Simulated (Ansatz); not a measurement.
**A computed series for PtTe2: pressure series**

Take PtTe$_{2}$ (space group P-3m1, No. 164; a = 4.052 Å, c = 5.096 Å; layered) as the base.

Cell and atoms are relaxed at each pressure.

Computed with PBE-D3(BJ) (Ansatz, a program for electronic structure; PAW; 420 eV plane waves; no spin-orbit coupling).

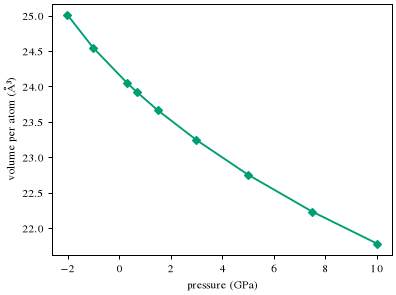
*Volume against pressure*

Task: Estimate the zero-pressure bulk modulus from the plot.

Result: About 67 GPa; a third-order Birch–Murnaghan fit to the points gives V₀ = 24.17 Å³/atom, B₀ = 67 GPa and B₀′ = 7.2.

Load acts through the strain it causes; cell and atoms are relaxed under it. No phonon test of stability was made. Competing high-pressure phases were not computed. All final runs are without spin polarisation.
